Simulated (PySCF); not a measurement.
**4a,8a-Azaboranaphthalene (C₈H₈BN): geometry, NMR shifts and electronic excitations**

Aim: predict the NMR shifts and electronic excitations of 4a,8a-Azaboranaphthalene (C₈H₈BN) (`C1=CB2C=CC=CN2C=C1`).

Computed with PySCF 2.14.0, with density-fitted response routines of our own, on a single molecule in the gas phase. Atoms count from 0, in the outputs and in this text.

## 1. The molecule as given

18 atoms, charge 0, multiplicity 1; geometry from: GFN2-xTB.

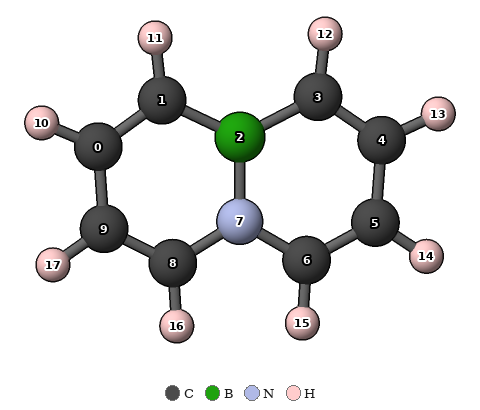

As it starts; carbon dark grey, boron green, nitrogen light blue, hydrogen pink, atoms numbered.

## 2. Geometry optimisation at PBE0-D3(BJ)/def2-SVP

Job settings and geometry (Å):

```
{"job": {"xc": "PBE0", "basis": "def2-SVP", "d3": "d3bj", "grid": 1, "kind": "geom"}, "charge": 0, "multiplicity": 1}
C      2.499908     0.626042     0.045779
C      1.399663     1.424002     0.014119
B      0.017339     0.789817    -0.007433
C     -1.334940     1.484970    -0.044100
C     -2.470144     0.737315    -0.060885
C     -2.396100    -0.676753    -0.045065
C     -1.204196    -1.322907    -0.012325
N     -0.015380    -0.658875     0.006851
C      1.142248    -1.375557     0.038249
C      2.362348    -0.783519     0.057975
H      3.502682     1.034853     0.061956
H      1.548209     2.496321     0.005398
H     -1.435043     2.562679    -0.056388
H     -3.453553     1.190108    -0.087521
H     -3.306100    -1.257223    -0.059223
H     -1.157065    -2.405693     0.000232
H      1.045868    -2.455124     0.047734
H      3.245497    -1.404138     0.082991
```

Standard output:

```text
step   0  E = -388.58252273  max force = 0.015163
step   1  E = -388.58452678  max force = 0.002053
step   2  E = -388.58453984  max force = 0.000307
optimisation converged
```

Run time: 49 s. Hardware: 1 thread, shared host.

The steps of the relaxation:

| step | energy from step 0 (eV) | largest force component (eV/Å) |
| --- | --- | --- |
| 0 | 0.0000 | 0.7797 |
| 1 | -0.0545 | 0.1056 |
| 2 | -0.0549 | 0.0158 |

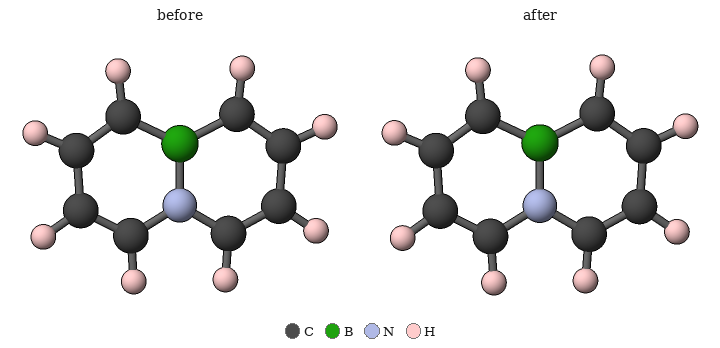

The geometry before (left) and after (right).

Close pairs (by a distance rule), those that changed most:

| bond | before (Å) | after (Å) | change (Å) |
| --- | --- | --- | --- |
| B2–N7 | 1.449 | 1.475 | +0.026 |
| C6–N7 | 1.362 | 1.375 | +0.013 |
| N7–C8 | 1.362 | 1.375 | +0.013 |
| C4–H13 | 1.083 | 1.095 | +0.013 |
| C0–H10 | 1.083 | 1.095 | +0.012 |
| C3–H12 | 1.082 | 1.095 | +0.012 |
| C5–H14 | 1.079 | 1.092 | +0.012 |
| C1–H11 | 1.083 | 1.095 | +0.012 |

The next job starts from the end point, and lists it.

| at the end point | value |
| --- | --- |
| point group (found at 0.08 Å tolerance) | C2v |
| rotational constants (GHz, main isotopes) | 3.049, 1.205, 0.864 |
| dipole moment (D) | 1.73 |

## 3. Shielding tensors: PBE0/pcSseg-1

Job settings and geometry (Å):

```
{"job": {"kind": "nmr", "xc": "PBE0", "basis": "pcSseg-1"}, "charge": 0, "multiplicity": 1}
C      2.604007     0.464907    -0.341693
C      1.501132     1.274011    -0.375597
B      0.113796     0.646409    -0.400284
C     -1.242613     1.337750    -0.438345
C     -2.382128     0.580511    -0.456191
C     -2.315210    -0.845218    -0.439440
C     -1.121142    -1.498559    -0.405249
N      0.079021    -0.827831    -0.385253
C      1.246790    -1.553040    -0.350818
C      2.470281    -0.956104    -0.329378
H      3.617165     0.881180    -0.323121
H      1.647001     2.358828    -0.383969
H     -1.337391     2.428163    -0.452012
H     -3.374701     1.043264    -0.483498
H     -3.230294    -1.440085    -0.453694
H     -1.061693    -2.590051    -0.392074
H      1.136462    -2.640596    -0.341645
H      3.356477    -1.592794    -0.302368
```

With the program's defaults for keys left out, this is: GIAO PBE0/pcSseg-1 NMR shielding, non-relativistic, gas phase.

Standard output:

```text
coarse grid: 15800 points
cycle   1  E = -388.6560512976  dE =  1.779e+00  |g| = 5.211e-01  |ddm| = 4.084e+00
cycle   2  E = -388.5344199838  dE =  1.216e-01  |g| = 8.344e-01  |ddm| = 1.349e+00
cycle   3  E = -388.7306614577  dE = -1.962e-01  |g| = 1.548e-01  |ddm| = 9.066e-01
cycle   4  E = -388.7371705327  dE = -6.509e-03  |g| = 3.927e-02  |ddm| = 1.760e-01
cycle   5  E = -388.7375056519  dE = -3.351e-04  |g| = 1.713e-02  |ddm| = 4.416e-02
cycle   6  E = -388.7375703944  dE = -6.474e-05  |g| = 3.943e-03  |ddm| = 1.519e-02
cycle   7  E = -388.7375738082  dE = -3.414e-06  |g| = 1.302e-03  |ddm| = 4.104e-03
final grid: 154840 points
cycle   8  E = -388.7927586398  dE = -4.414e-05  |g| = 8.518e-03  |ddm| = 3.880e-02
cycle   9  E = -388.7927530638  dE =  5.576e-06  |g| = 9.994e-03  |ddm| = 1.610e-02
cycle  10  E = -388.7927770888  dE = -2.403e-05  |g| = 1.714e-03  |ddm| = 8.744e-03
cycle  11  E = -388.7927777900  dE = -7.012e-07  |g| = 4.056e-04  |ddm| = 1.688e-03
cycle  12  E = -388.7927778277  dE = -3.771e-08  |g| = 1.765e-04  |ddm| = 4.725e-04
cycle  13  E = -388.7927778358  dE = -8.072e-09  |g| = 2.963e-05  |ddm| = 1.717e-04
cycle  14  E = -388.7927778359  dE = -1.563e-10  |g| = 1.999e-05  |ddm| = 4.366e-05
converged SCF energy = -388.7927778359

GIAO shielding tensors (ppm)
atom      isotropic    diamagn.    paramagn.     s11        s22        s33       span
  0 C       40.376     253.031    -212.655    -78.734     28.236    171.626    250.361
  1 C       43.287     259.725    -216.438    -83.016     31.035    181.842    264.858
  2 B       76.161     192.974    -116.813     28.307     66.220    133.956    105.649
  3 C       43.265     259.627    -216.361    -83.056     30.999    181.853    264.909
  4 C       40.378     253.180    -212.802    -78.727     28.237    171.623    250.351
  5 C       64.045     256.306    -192.261    -40.950     66.527    166.558    207.508
  6 C       45.777     250.226    -204.450    -42.211     53.743    125.797    168.008
  7 N       41.011     330.852    -289.840    -97.832    -31.320    252.186    350.018
  8 C       45.770     249.913    -204.142    -42.190     53.706    125.795    167.984
  9 C       64.053     256.299    -192.245    -40.948     66.566    166.542    207.489
 10 H       23.398      28.929      -5.531     19.674     23.674     26.846      7.172
 11 H       23.474      31.269      -7.795     21.001     21.634     27.787      6.786
 12 H       23.473      31.357      -7.884     21.002     21.631     27.785      6.784
 13 H       23.398      29.210      -5.812     19.672     23.675     26.846      7.175
 14 H       24.343      29.373      -5.030     20.549     25.285     27.195      6.646
 15 H       23.408      30.542      -7.133     18.270     24.313     27.643      9.373
 16 H       23.411      30.353      -6.943     18.268     24.317     27.648      9.379
 17 H       24.343      29.118      -4.775     20.549     25.286     27.193      6.645
```

Wall time 35 s (1 thread, shared host).

Shifts follow as δ = σ(reference) − σ, with reference shieldings (ppm) from runs at the same level and on the same kind of geometry: ¹H TMS 31.27, ¹³C TMS 184.4, ¹⁵N NH3 265.7, ¹¹B BF3·OEt2 100.7. The references are single molecules in the gas phase, so shifts against H2O, NH3, PH3, H3PO4 or CFCl3 are not on the usual liquid scales and can be off by tens of ppm. Atoms listed in one row are averaged.

| atoms | environment | σ (ppm) | δ (ppm) | δ scaled to CDCl3 |
| --- | --- | --- | --- | --- |
| C0, C4 | alkene CH | 40.4 | 144.0 | 139.4 |
| C1, C3 | alkene CH | 43.3 | 141.1 | 136.5 |
| C6, C8 | alkene carbon bearing nitrogen | 45.8 | 138.6 | 134.1 |
| C5, C9 | β carbon of an enol-ether or enamine type C=C | 64.0 | 120.4 | 116.4 |
| H10, H13 | hydrogen on an alkene CH | 23.40 | 7.87 | 7.67 |
| H15, H16 | hydrogen on an alkene carbon bearing nitrogen | 23.41 | 7.86 | 7.66 |
| H11, H12 | hydrogen on an alkene CH | 23.47 | 7.79 | 7.60 |
| H14, H17 | hydrogen on a β carbon of an enol-ether or enamine type C=C | 24.34 | 6.92 | 6.78 |
| B2 | boron bonded to 2 C, N, in a 6-membered ring | 76.2 | 24.6 | – |
| N7 | enamine nitrogen | 41.0 | 224.7 | – |

The scaled column applies a straight-line fit of computed shieldings to shifts measured in CDCl3 (root-mean-square error 0.21 ppm for H, 2.0 ppm for C).

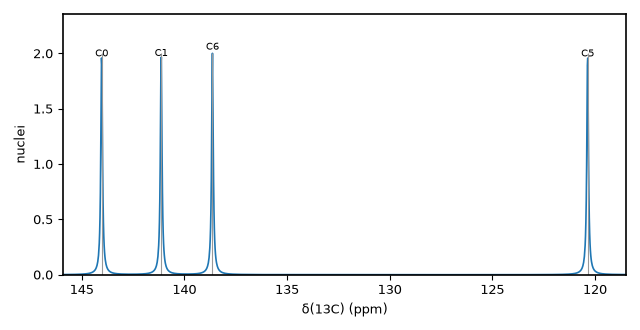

¹³C lines at the computed shifts, without couplings. Lines are broadened to a width of 0.09 ppm (Lorentzian).

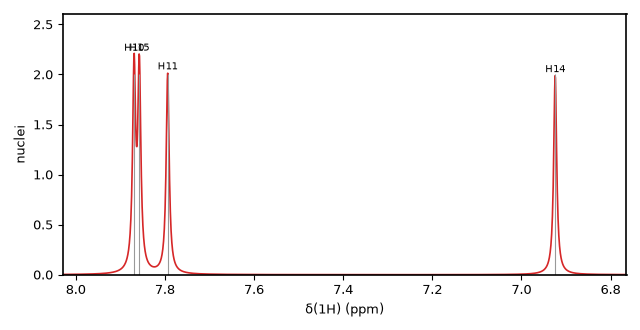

¹H lines at the computed shifts, without couplings. Lines are broadened to a width of 0.01 ppm (Lorentzian).

Charges from the same density, by scheme (e):

| atoms | Mulliken | IAO | Hirshfeld | ESP fit |
| --- | --- | --- | --- | --- |
| C0, C4 | -0.09 | -0.12 | -0.04 | -0.03 |
| C1, C3 | -0.34 | -0.26 | -0.13 | -0.47 |
| B2 | 0.67 | 0.13 | 0.09 | 0.36 |
| C5, C9 | -0.16 | -0.19 | -0.07 | -0.23 |
| C6, C8 | 0.13 | -0.04 | 0.01 | -0.26 |
| N7 | -0.57 | -0.10 | -0.03 | 0.30 |

Hirshfeld charges:

C0 -0.04; C1 -0.13; B2 0.09; C3 -0.13; C4 -0.04; C5 -0.07; C6 0.01; N7 -0.03; C8 0.01; C9 -0.07; H10 0.05; H11 0.04; H12 0.04; H13 0.05; H14 0.05; H15 0.06; H16 0.06; H17 0.05

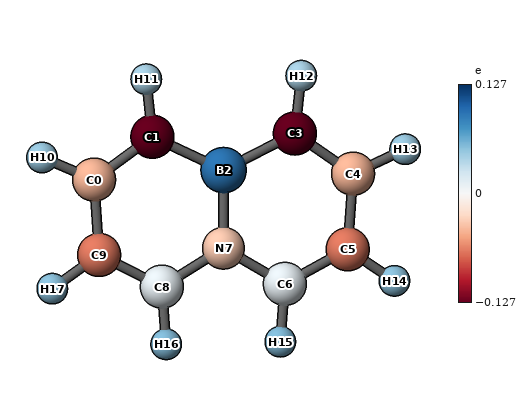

Hirshfeld charges, as colours on the atoms.

Mayer bond orders: C0–C1 1.69, C1–B2 1.06, B2–C3 1.06, C3–C4 1.69, C4–C5 1.25, C5–C6 1.64, C6–N7 1.12, N7–C8 1.12, C8–C9 1.64, C9–C0 1.25, N7–B2 0.95.

Ring of atoms C0, C1, B2, N7, C8, C9: NICS(0) -6.5, NICS(1) -8.7, NICS(1)zz -22.1 ppm (means of both faces).

Ring of atoms B2, C3, C4, C5, C6, N7: NICS(0) -6.5, NICS(1) -8.7, NICS(1)zz -22.1 ppm (means of both faces).

## 4. Excited states and response: PBE0/def2-SVPD

Same as in step 3 but for these lines:

```diff
@@ -1,2 +1,2 @@
-{"job": {"kind": "nmr", "xc": "PBE0", "basis": "pcSseg-1"}, "charge": 0, "multiplicity": 1}
+{"job": {"kind": "uv", "xc": "PBE0", "basis": "def2-SVPD", "ip": true}, "charge": 0, "multiplicity": 1}
 C      2.604007     0.464907    -0.341693
```

With the program's defaults for keys left out, this is: TDDFT PBE0/def2-SVPD, vertical, gas phase, core orbitals frozen in the response.

Standard output:

```text
coarse grid: 15800 points
cycle   1  E = -388.4469912191  dE =  1.685e+00  |g| = 5.110e-01  |ddm| = 2.064e+01
cycle   2  E = -388.3193260742  dE =  1.277e-01  |g| = 8.339e-01  |ddm| = 5.814e+00
cycle   3  E = -388.5206182814  dE = -2.013e-01  |g| = 1.455e-01  |ddm| = 2.774e+00
cycle   4  E = -388.5264275614  dE = -5.809e-03  |g| = 4.368e-02  |ddm| = 8.020e-01
cycle   5  E = -388.5268853749  dE = -4.578e-04  |g| = 1.686e-02  |ddm| = 2.466e-01
cycle   6  E = -388.5269496919  dE = -6.432e-05  |g| = 4.244e-03  |ddm| = 5.358e-02
cycle   7  E = -388.5269537454  dE = -4.054e-06  |g| = 1.316e-03  |ddm| = 1.667e-02
final grid: 154840 points
cycle   8  E = -388.5813375431  dE = -5.212e-05  |g| = 8.077e-03  |ddm| = 3.829e-01
cycle   9  E = -388.5813306860  dE =  6.857e-06  |g| = 9.767e-03  |ddm| = 1.025e-01
cycle  10  E = -388.5813546472  dE = -2.396e-05  |g| = 1.660e-03  |ddm| = 5.006e-02
cycle  11  E = -388.5813553226  dE = -6.754e-07  |g| = 4.430e-04  |ddm| = 5.971e-03
cycle  12  E = -388.5813553705  dE = -4.799e-08  |g| = 1.743e-04  |ddm| = 1.708e-03
cycle  13  E = -388.5813553785  dE = -7.995e-09  |g| = 3.452e-05  |ddm| = 5.364e-04
cycle  14  E = -388.5813553788  dE = -2.578e-10  |g| = 1.973e-05  |ddm| = 2.263e-04
converged SCF energy = -388.5813553788

Static polarisability (au): isotropic 116.559, principal 63.440 123.667 162.571

Singlet excitations
state   eV       nm        f      main configurations
  1   4.4536    278.4   0.00775   H->L 0.71, H-1->L+1 0.28
  2   4.5371    273.3   0.00788   H-1->L 0.58, H->L+1 0.38
  3   5.1428    241.1   0.37506   H->L+1 0.56, H-1->L 0.34
  4   5.4941    225.7   0.33018   H-1->L+1 0.68, H->L 0.27
  5   6.1564    201.4   0.00000   H->L+3 0.96
  6   6.2181    199.4   0.00008   H-3->L 0.96
  7   6.3103    196.5   0.12143   H->L+2 0.75, H-2->L 0.16
  8   6.3154    196.3   0.00173   H-1->L+3 0.90, H->L+5 0.08
  9   6.3894    194.0   0.00838   H-1->L+2 0.85, H-2->L+1 0.12
 10   6.4568    192.0   0.00000   H-3->L+1 0.56, H-4->L 0.42

Triplet excitations (Tamm-Dancoff, eV): 3.1389 3.3080 4.0133 4.1244
Vertical ionisation energy (delta-SCF) = 8.1467 eV
```

It took 2.5 min on 1 thread, shared host.

The orbitals next to the gap, with their largest atomic shares:

| orbital | eV | atoms |
| --- | --- | --- |
| HOMO−3 | -8.87 | B2 21 %, C3 17 %, C1 17 % |
| HOMO−2 | -8.52 | C4 16 %, C0 16 %, C3 13 % |
| HOMO−1 | -6.68 | C5 14 %, C9 14 %, B2 14 % |
| HOMO | -6.50 | C1 14 %, C3 14 %, C8 13 % |
| LUMO | -1.19 | C3 12 %, C1 12 %, C6 11 % |
| LUMO+1 | -0.80 | N7 15 %, C0 13 %, C4 13 % |
| LUMO+2 | 0.63 | B2 12 %, C8 12 %, C6 12 % |

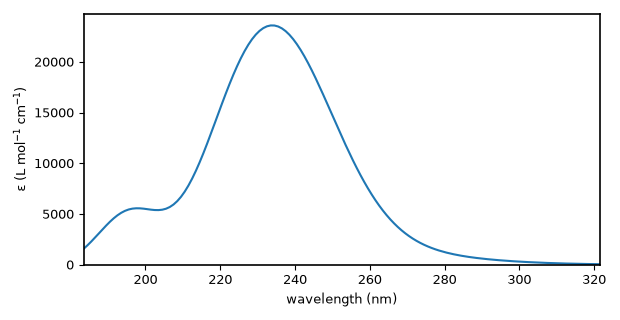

Absorption spectrum: each of the 10 states is a Gaussian band of 0.4 eV half-width at 1/e. Beyond the last state computed it falls off for lack of states.

Ground-state properties from the same run:

| property | computed |
| --- | --- |
| dipole moment (D) | 1.67 |
| polarisability (Å³) | 17.27 |
| HOMO–LUMO gap (eV) | 5.31 |
| −ε(HOMO) (eV) | 6.50 |

## 5. NMR shieldings: WP04/pcSseg-1

Same as in step 4 but for these lines:

```diff
@@ -1,2 +1,2 @@
-{"job": {"kind": "uv", "xc": "PBE0", "basis": "def2-SVPD", "ip": true}, "charge": 0, "multiplicity": 1}
+{"job": {"kind": "nmr", "xc": "WP04", "basis": "pcSseg-1", "pop": false}, "charge": 0, "multiplicity": 1}
 C      2.604007     0.464907    -0.341693
```

Method: GIAO WP04/pcSseg-1 NMR shielding, non-relativistic, gas phase.

Standard output:

```text
coarse grid: 15800 points
cycle   1  E = -398.6039541198  dE =  1.511e+00  |g| = 7.343e-01  |ddm| = 4.204e+00
cycle   2  E = -398.4192902180  dE =  1.847e-01  |g| = 1.060e+00  |ddm| = 1.743e+00
cycle   3  E = -398.7225658113  dE = -3.033e-01  |g| = 3.321e-01  |ddm| = 1.267e+00
cycle   4  E = -398.7553617503  dE = -3.280e-02  |g| = 6.592e-02  |ddm| = 3.522e-01
cycle   5  E = -398.7562270242  dE = -8.653e-04  |g| = 3.574e-02  |ddm| = 7.071e-02
cycle   6  E = -398.7564780453  dE = -2.510e-04  |g| = 8.211e-03  |ddm| = 2.486e-02
cycle   7  E = -398.7564887195  dE = -1.067e-05  |g| = 4.210e-03  |ddm| = 8.785e-03
cycle   8  E = -398.7564934795  dE = -4.760e-06  |g| = 4.068e-04  |ddm| = 3.745e-03
final grid: 154840 points
cycle   9  E = -398.8406131472  dE = -8.912e-05  |g| = 9.251e-03  |ddm| = 5.209e-02
cycle  10  E = -398.8406001905  dE =  1.296e-05  |g| = 1.194e-02  |ddm| = 1.758e-02
cycle  11  E = -398.8406331949  dE = -3.300e-05  |g| = 3.076e-03  |ddm| = 1.053e-02
cycle  12  E = -398.8406354723  dE = -2.277e-06  |g| = 5.891e-04  |ddm| = 2.696e-03
cycle  13  E = -398.8406355440  dE = -7.170e-08  |g| = 3.092e-04  |ddm| = 6.953e-04
cycle  14  E = -398.8406355674  dE = -2.336e-08  |g| = 5.361e-05  |ddm| = 2.722e-04
cycle  15  E = -398.8406355677  dE = -3.382e-10  |g| = 4.337e-05  |ddm| = 9.217e-05
cycle  16  E = -398.8406355682  dE = -5.508e-10  |g| = 4.666e-06  |ddm| = 4.006e-05
converged SCF energy = -398.8406355682

GIAO shielding tensors (ppm)
atom      isotropic    diamagn.    paramagn.     s11        s22        s33       span
  0 C       29.403     253.824    -224.421    -89.421     19.342    158.289    247.710
  1 C       33.412     261.159    -227.746    -91.012     21.572    169.677    260.688
  2 B       68.739     196.073    -127.334     21.671     60.410    124.135    102.464
  3 C       33.389     261.047    -227.658    -91.053     21.537    169.684    260.736
  4 C       29.403     254.029    -224.625    -89.416     19.344    158.283    247.699
  5 C       52.318     256.716    -204.399    -52.522     54.933    154.541    207.063
  6 C       34.359     251.156    -216.797    -54.309     42.177    115.210    169.518
  7 N       32.039     332.774    -300.735    -97.808    -39.654    233.579    331.388
  8 C       34.354     250.853    -216.499    -54.286     42.141    115.208    169.494
  9 C       52.328     256.627    -204.299    -52.520     54.975    154.530    207.050
 10 H       24.120      28.961      -4.841     20.598     24.242     27.521      6.923
 11 H       24.244      31.854      -7.611     21.753     22.466     28.512      6.759
 12 H       24.242      31.956      -7.714     21.754     22.463     28.510      6.756
 13 H       24.120      29.320      -5.200     20.596     24.242     27.522      6.925
 14 H       24.977      29.480      -4.503     21.341     25.665     27.924      6.583
 15 H       24.072      31.305      -7.233     19.047     24.777     28.393      9.347
 16 H       24.075      31.110      -7.035     19.046     24.781     28.398      9.352
 17 H       24.977      29.150      -4.174     21.341     25.666     27.923      6.582
```

Wall time 32 s (1 thread, shared host).

This run: δ C0 143.0, C1 139.0, C6 138.1, C5 120.1, H15 7.49, H10 7.44 ppm (means over like atoms).

## 6. Side by side: NMR shifts

Shifts (ppm) of some atoms, chosen among heavy atoms and hydrogens apart, means over like atoms, with basis size and wall time:

| run | C0 | C1 | C6 | H10 | H11 | B2 | N7 | functions | time |
| --- | --- | --- | --- | --- | --- | --- | --- | --- | --- |
| PBE0/pcSseg-1 | 144.0 | 141.1 | 138.6 | 7.87 | 7.79 | 24.6 | 224.7 | 210 | 35 s |
| WP04/pcSseg-1 | 143.0 | 139.0 | 138.1 | 7.44 | 7.32 | 27.0 | 214.9 | 210 | 32 s |

## 7. What came out

| quantity | value |
| --- | --- |
| point group | C2v |
| rotational constants (main isotopes) | 3.05, 1.21, 0.86 GHz |
| ¹³C shifts against TMS (PBE0/pcSseg-1, means over atoms taken as alike) | 144.0, 141.1, 138.6, 120.4 ppm |
| ¹H shifts against TMS (PBE0/pcSseg-1, means over atoms taken as alike) | 7.87, 7.86, 7.79, 6.92 ppm |
| ¹¹B shifts against BF3·OEt2 (PBE0/pcSseg-1) | 24.6 ppm |
| ¹⁵N shifts against NH3 (PBE0/pcSseg-1) | 224.7 ppm |
| lowest singlet (PBE0/def2-SVPD) | 4.45 eV (278 nm), f = 0.008 |
| brightest single state of those computed | state 3, 5.14 eV, f = 0.375 |
| lowest triplet | 3.14 eV |
| vertical ionisation energy (ΔSCF) | 8.15 eV |
| range of the shift of N7 | 214.9 to 224.7 ppm |

In words: The optimisation took 2 steps and gained 0.055 eV; among the close pairs (by a distance rule), B2–N7 changed most, from 1.449 to 1.475 Å. At PBE0/pcSseg-1: Shielding is most anisotropic at N7 (span 350 ppm, paramagnetic term -290 ppm). NICS(1)zz of -22 ppm above the planar ring from C0 marks a diatropic (aromatic) ring current. NICS(1)zz of -22 ppm above the planar ring from B2 marks a diatropic (aromatic) ring current. The first singlet state (HOMO→LUMO 0.71, HOMO−1→LUMO+1 0.28) lies at 4.45 eV and is weak; of the 10 states computed, the strongest absorption comes from state 3 at 5.14 eV. The lowest triplet lies 1.31 eV below the lowest singlet (triplets in Tamm-Dancoff, singlets in full TDDFT). ΔSCF puts the ionisation energy at 8.15 eV, 1.65 eV above −ε(HOMO). In ppm, N7 moves most: its shift spreads over 9.8 ppm, from 214.9 (WP04/pcSseg-1) to 224.7 (PBE0/pcSseg-1).
